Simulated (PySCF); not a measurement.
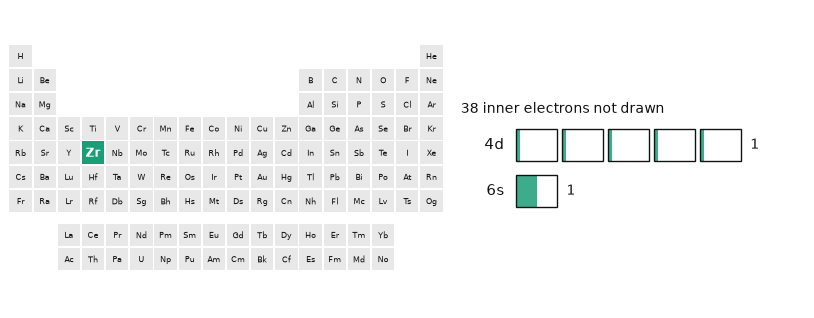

*Left, the place of zirconium in the periodic table; right, the outer shells of the nominal configuration: a box for each of the 2l + 1 orbitals, shaded by the share of the shell that is filled, with the electron count at the right.*

**Atomic calculation for Zr**

Zr, configuration 1s2 2s2 2p6 3s2 3p6 3d10 4s2 4p6 4d1 5s2 6s1, multiplicity 3. Level asked for: unrestricted CCSD(T), def2-TZVPPD with ECP28, scalar-relativistic core potential (PySCF).

Input:
```python
from pyscf import gto, scf, dft, mp, cc
mol = gto.M(atom="Zr 0 0 0", charge=0, spin=2, symmetry="D2h",
            basis="def2-TZVPPD",
            ecp="def2-TZVPPD")
mf = scf.UHF(mol)
mf.irrep_nelec = {'Ag': (3, 2), 'B1g': (1, 0), 'B1u': (1, 1), 'B2u': (1, 1), 'B3u': (1, 1)}
mf.kernel()
mycc = cc.CCSD(mf, frozen=0).run()
mycc.ccsd_t()
```

The script is an equivalent of what the driver set up; the driver started from orbitals of its own, so the log can be shorter than this script's would be, and it computed the properties (radii, ⟨L²⟩, response) afterwards. It held the occupations shell by shell, which the script's counts by irreducible representation don't always enforce.

Log (extracts):
```
CC2 = 0
CCSD nocc = (np.int64(7), np.int64(5)), nmo = (56, 56)
frozen orbitals [[], []]
max_cycle = 100
direct = 0
conv_tol = 1e-08
conv_tol_normt = 1e-06
diis_space = 8
diis_start_cycle = 0
Init t2, MP2 energy = -0.263362506429319
Init E_corr(UCCSD) = -0.263362506136692
cycle = 1  E_corr(UCCSD) = -0.267204950385791  dE = -0.00384244425  norm(t1,t2) = 0.335428
cycle = 2  E_corr(UCCSD) = -0.270419377113857  dE = -0.00321442673  norm(t1,t2) = 1.80267
cycle = 3  E_corr(UCCSD) = -0.273040038741123  dE = -0.00262066163  norm(t1,t2) = 8.83534
cycle = 4  E_corr(UCCSD) = -0.273497510478956  dE = -0.000457471738  norm(t1,t2) = 0.0717595
cycle = 5  E_corr(UCCSD) = -0.273466989044652  dE = 3.05214343e-05  norm(t1,t2) = 0.0684873
cycle = 6  E_corr(UCCSD) = -0.272206366533012  dE = 0.00126062251  norm(t1,t2) = 0.0648816
cycle = 7  E_corr(UCCSD) = -0.272650610224095  dE = -0.000444243691  norm(t1,t2) = 0.0588093
cycle = 8  E_corr(UCCSD) = -0.273190749498294  dE = -0.000540139274  norm(t1,t2) = 0.0452848
cycle = 9  E_corr(UCCSD) = -0.273445433212997  dE = -0.000254683715  norm(t1,t2) = 0.0388758
cycle = 10  E_corr(UCCSD) = -0.272934278890178  dE = 0.000511154323  norm(t1,t2) = 0.0367979
cycle = 11  E_corr(UCCSD) = -0.271685623279024  dE = 0.00124865561  norm(t1,t2) = 0.0842578
cycle = 12  E_corr(UCCSD) = -0.271326001744467  dE = 0.000359621535  norm(t1,t2) = 0.0292373
cycle = 13  E_corr(UCCSD) = -0.271955629199354  dE = -0.000629627455  norm(t1,t2) = 0.0246851
cycle = 14  E_corr(UCCSD) = -0.27193126519917  dE = 2.43640002e-05  norm(t1,t2) = 0.0253783
cycle = 15  E_corr(UCCSD) = -0.271722681792086  dE = 0.000208583407  norm(t1,t2) = 0.0247114
cycle = 16  E_corr(UCCSD) = -0.272005656776057  dE = -0.000282974984  norm(t1,t2) = 0.0240348
cycle = 17  E_corr(UCCSD) = -0.271533536965907  dE = 0.00047211981  norm(t1,t2) = 0.0243062
cycle = 18  E_corr(UCCSD) = -0.270241549338387  dE = 0.00129198763  norm(t1,t2) = 0.0244322
cycle = 19  E_corr(UCCSD) = -0.269721793126901  dE = 0.000519756211  norm(t1,t2) = 0.0193458
cycle = 20  E_corr(UCCSD) = -0.269482582609613  dE = 0.000239210517  norm(t1,t2) = 0.0205876
cycle = 21  E_corr(UCCSD) = -0.269438035472367  dE = 4.45471372e-05  norm(t1,t2) = 0.0179766
cycle = 22  E_corr(UCCSD) = -0.269445138404862  dE = -7.10293249e-06  norm(t1,t2) = 0.0181741
cycle = 23  E_corr(UCCSD) = -0.26946748584498  dE = -2.23474401e-05  norm(t1,t2) = 0.0181411
cycle = 24  E_corr(UCCSD) = -0.269373424257072  dE = 9.40615879e-05  norm(t1,t2) = 0.0177343
cycle = 25  E_corr(UCCSD) = -0.269142734636391  dE = 0.000230689621  norm(t1,t2) = 0.0166417
cycle = 26  E_corr(UCCSD) = -0.269571088438757  dE = -0.000428353802  norm(t1,t2) = 0.0152286
cycle = 27  E_corr(UCCSD) = -0.269290481518505  dE = 0.00028060692  norm(t1,t2) = 0.0259112
cycle = 28  E_corr(UCCSD) = -0.269452889437927  dE = -0.000162407919  norm(t1,t2) = 0.0143915
cycle = 29  E_corr(UCCSD) = -0.269239032066554  dE = 0.000213857371  norm(t1,t2) = 0.0133266
cycle = 30  E_corr(UCCSD) = -0.269152646484188  dE = 8.63855824e-05  norm(t1,t2) = 0.0123049
cycle = 31  E_corr(UCCSD) = -0.269305959116745  dE = -0.000153312633  norm(t1,t2) = 0.0128015
cycle = 32  E_corr(UCCSD) = -0.269216972679029  dE = 8.89864377e-05  norm(t1,t2) = 0.0165474
cycle = 33  E_corr(UCCSD) = -0.269150938084219  dE = 6.60345948e-05  norm(t1,t2) = 0.0107047
cycle = 34  E_corr(UCCSD) = -0.269101466513376  dE = 4.94715708e-05  norm(t1,t2) = 0.0131378
cycle = 35  E_corr(UCCSD) = -0.269141752133578  dE = -4.02856202e-05  norm(t1,t2) = 0.0186096
cycle = 36  E_corr(UCCSD) = -0.269104925646495  dE = 3.68264871e-05  norm(t1,t2) = 0.0084148
cycle = 37  E_corr(UCCSD) = -0.269156403182118  dE = -5.14775356e-05  norm(t1,t2) = 0.00844935
cycle = 38  E_corr(UCCSD) = -0.269118223517471  dE = 3.81796646e-05  norm(t1,t2) = 0.00823629
cycle = 39  E_corr(UCCSD) = -0.269151209051038  dE = -3.29855336e-05  norm(t1,t2) = 0.00868327
cycle = 40  E_corr(UCCSD) = -0.269136120708368  dE = 1.50883427e-05  norm(t1,t2) = 0.0096409
cycle = 41  E_corr(UCCSD) = -0.269129118618601  dE = 7.00208977e-06  norm(t1,t2) = 0.00722183
cycle = 42  E_corr(UCCSD) = -0.269148486609613  dE = -1.9367991e-05  norm(t1,t2) = 0.0074498
cycle = 43  E_corr(UCCSD) = -0.269297584126391  dE = -0.000149097517  norm(t1,t2) = 0.0072331
cycle = 44  E_corr(UCCSD) = -0.269482730547051  dE = -0.000185146421  norm(t1,t2) = 0.0104997
cycle = 45  E_corr(UCCSD) = -0.269486484987285  dE = -3.75444023e-06  norm(t1,t2) = 0.00465796
cycle = 46  E_corr(UCCSD) = -0.269473876014411  dE = 1.26089729e-05  norm(t1,t2) = 0.004786
cycle = 47  E_corr(UCCSD) = -0.269496061948067  dE = -2.21859337e-05  norm(t1,t2) = 0.00469112
cycle = 48  E_corr(UCCSD) = -0.269529050584532  dE = -3.29886365e-05  norm(t1,t2) = 0.00460417
cycle = 49  E_corr(UCCSD) = -0.269534613448741  dE = -5.56286421e-06  norm(t1,t2) = 0.00463941
cycle = 50  E_corr(UCCSD) = -0.269539550367111  dE = -4.93691837e-06  norm(t1,t2) = 0.00482724
cycle = 51  E_corr(UCCSD) = -0.269530052695362  dE = 9.49767175e-06  norm(t1,t2) = 0.00465234
cycle = 52  E_corr(UCCSD) = -0.269524328061509  dE = 5.72463385e-06  norm(t1,t2) = 0.00460595
cycle = 53  E_corr(UCCSD) = -0.269577309248263  dE = -5.29811868e-05  norm(t1,t2) = 0.00468607
cycle = 54  E_corr(UCCSD) = -0.269553594855934  dE = 2.37143923e-05  norm(t1,t2) = 0.00500913
cycle = 55  E_corr(UCCSD) = -0.269576579922149  dE = -2.29850662e-05  norm(t1,t2) = 0.00468587
cycle = 56  E_corr(UCCSD) = -0.269434191762033  dE = 0.00014238816  norm(t1,t2) = 0.00485566
cycle = 57  E_corr(UCCSD) = -0.26945281417027  dE = -1.86224082e-05  norm(t1,t2) = 0.00576944
cycle = 58  E_corr(UCCSD) = -0.269448989720382  dE = 3.82444989e-06  norm(t1,t2) = 0.00523349
cycle = 59  E_corr(UCCSD) = -0.269458229045947  dE = -9.23932557e-06  norm(t1,t2) = 0.00473964
cycle = 60  E_corr(UCCSD) = -0.269477483430403  dE = -1.92543845e-05  norm(t1,t2) = 0.005184
cycle = 61  E_corr(UCCSD) = -0.269489599714461  dE = -1.21162841e-05  norm(t1,t2) = 0.00583529
cycle = 62  E_corr(UCCSD) = -0.269478863189619  dE = 1.07365248e-05  norm(t1,t2) = 0.0065824
cycle = 63  E_corr(UCCSD) = -0.269492182380776  dE = -1.33191912e-05  norm(t1,t2) = 0.00591666
cycle = 64  E_corr(UCCSD) = -0.269417393303125  dE = 7.47890777e-05  norm(t1,t2) = 0.00425049
cycle = 65  E_corr(UCCSD) = -0.269525941909898  dE = -0.000108548607  norm(t1,t2) = 0.00483976
cycle = 66  E_corr(UCCSD) = -0.269540814568237  dE = -1.48726583e-05  norm(t1,t2) = 0.00551131
cycle = 67  E_corr(UCCSD) = -0.269564185555114  dE = -2.33709869e-05  norm(t1,t2) = 0.00618238
cycle = 68  E_corr(UCCSD) = -0.269568542814846  dE = -4.35725973e-06  norm(t1,t2) = 0.00483583
cycle = 69  E_corr(UCCSD) = -0.269562797324814  dE = 5.74549003e-06  norm(t1,t2) = 0.00487994
cycle = 70  E_corr(UCCSD) = -0.269568672882821  dE = -5.87555801e-06  norm(t1,t2) = 0.00513485
cycle = 71  E_corr(UCCSD) = -0.269566307874835  dE = 2.36500799e-06  norm(t1,t2) = 0.00481094
cycle = 72  E_corr(UCCSD) = -0.269574068355977  dE = -7.76048114e-06  norm(t1,t2) = 0.00379831
cycle = 73  E_corr(UCCSD) = -0.269465869515833  dE = 0.00010819884  norm(t1,t2) = 0.00407839
cycle = 74  E_corr(UCCSD) = -0.26951017329027  dE = -4.43037744e-05  norm(t1,t2) = 0.00378501
cycle = 75  E_corr(UCCSD) = -0.26951381803828  dE = -3.64474801e-06  norm(t1,t2) = 0.00377538
cycle = 76  E_corr(UCCSD) = -0.269502325763822  dE = 1.14922745e-05  norm(t1,t2) = 0.00405345
cycle = 77  E_corr(UCCSD) = -0.269496314142413  dE = 6.01162141e-06  norm(t1,t2) = 0.00387443
cycle = 78  E_corr(UCCSD) = -0.269491917428381  dE = 4.39671403e-06  norm(t1,t2) = 0.00408082
cycle = 79  E_corr(UCCSD) = -0.269531188371905  dE = -3.92709435e-05  norm(t1,t2) = 0.00412818
cycle = 80  E_corr(UCCSD) = -0.269511243080061  dE = 1.99452918e-05  norm(t1,t2) = 0.00371616
cycle = 81  E_corr(UCCSD) = -0.269494920765708  dE = 1.63223144e-05  norm(t1,t2) = 0.00411837
cycle = 82  E_corr(UCCSD) = -0.269541712583838  dE = -4.67918181e-05  norm(t1,t2) = 0.0039249
cycle = 83  E_corr(UCCSD) = -0.26953947493382  dE = 2.23765002e-06  norm(t1,t2) = 0.00401662
cycle = 84  E_corr(UCCSD) = -0.269519816892668  dE = 1.96580412e-05  norm(t1,t2) = 0.00593076
cycle = 85  E_corr(UCCSD) = -0.26948134199572  dE = 3.84748969e-05  norm(t1,t2) = 0.00399609
cycle = 86  E_corr(UCCSD) = -0.2694895268235  dE = -8.18482778e-06  norm(t1,t2) = 0.00351295
cycle = 87  E_corr(UCCSD) = -0.269473389810851  dE = 1.61370126e-05  norm(t1,t2) = 0.0040812
cycle = 88  E_corr(UCCSD) = -0.269462612385515  dE = 1.07774253e-05  norm(t1,t2) = 0.00374765
cycle = 89  E_corr(UCCSD) = -0.269488195708794  dE = -2.55833233e-05  norm(t1,t2) = 0.00396051
cycle = 90  E_corr(UCCSD) = -0.269529838952642  dE = -4.16432438e-05  norm(t1,t2) = 0.00402494
cycle = 91  E_corr(UCCSD) = -0.269530358309824  dE = -5.19357182e-07  norm(t1,t2) = 0.00405832
cycle = 92  E_corr(UCCSD) = -0.26951219670606  dE = 1.81616038e-05  norm(t1,t2) = 0.00388485
cycle = 93  E_corr(UCCSD) = -0.269504207644557  dE = 7.9890615e-06  norm(t1,t2) = 0.00334061
cycle = 94  E_corr(UCCS
```

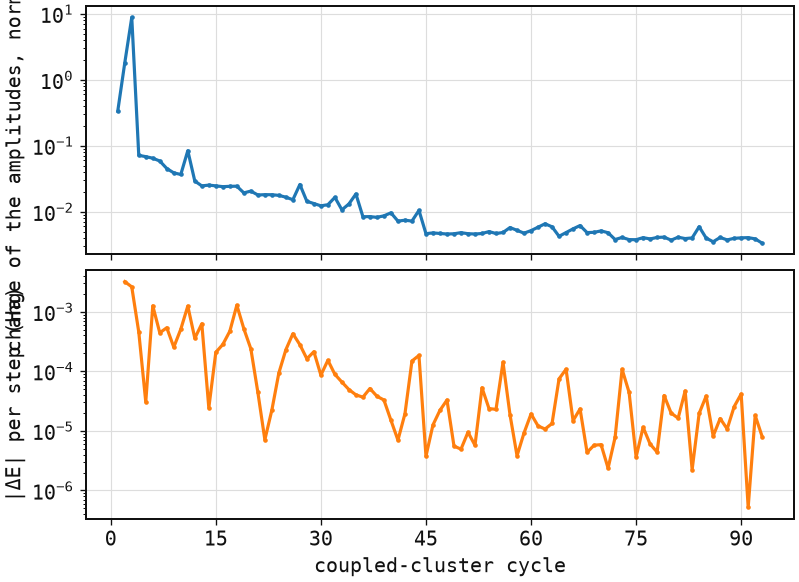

*Convergence: change of the amplitudes, norm(t1,t2) and change of the energy from step to step (the smallest changes aren't drawn) against the coupled-cluster cycle.*

After 1 sharp jump up on the way, the residual stalls around 5 × 10⁻³ from about step 36 on. It goes from 0.34 to 0.0033 in 93 steps.

Outcome:

```
        quantity                      value
         outcome              not converged
CCSD correlation          −0.269369 hartree
   T1 diagnostic                      0.063
        hardware  1 CPU thread, shared host
        CPU time     42 s (integrals apart)
```

Diagnosis:

The run did not meet its convergence test, so its last values are not results. This is not the ground configuration of the species. Limits: T1 above 0.03; largest double amplitude above 0.15.
